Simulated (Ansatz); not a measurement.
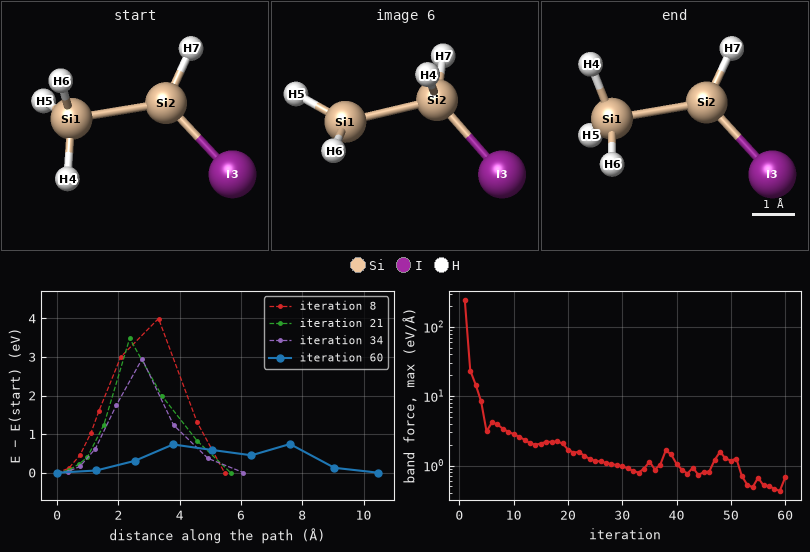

NEB run on Si2H4I (charge +1). Images are numbered from 0 (start) to 8 (end). The plot follows the band through its iterations. Style: ball-and-stick. Shown at a tilt.

Level of theory: UKS PBE-D4/def2-SVP (Ansatz 0.2.0). Settings: 7 movable images; climbing image; force threshold 0.05 eV/Å; iteration limit 60; optimiser FIRE; largest step 0.5 Å; starting path through a guess of the saddle point.

**How did the profile develop, and is the result final?**

The result isn't final. The band hadn't converged when the run stopped after 60 iterations. The largest component of the band force went from 240 to 0.68 eV/Å. The barrier read from it is provisional: over the last two iterations the highest image moved from 0.76 eV to 0.74 eV. The step length is far from the usual. The first iteration put the highest image at 65.73 eV. The two ends have nearly the same energy, and the highest point, image 6, lies 0.74 eV above the start. The profile has 2 maxima (images 3, 6) with a dip at image 5 (+0.45 eV), which on an unconverged band is provisional.
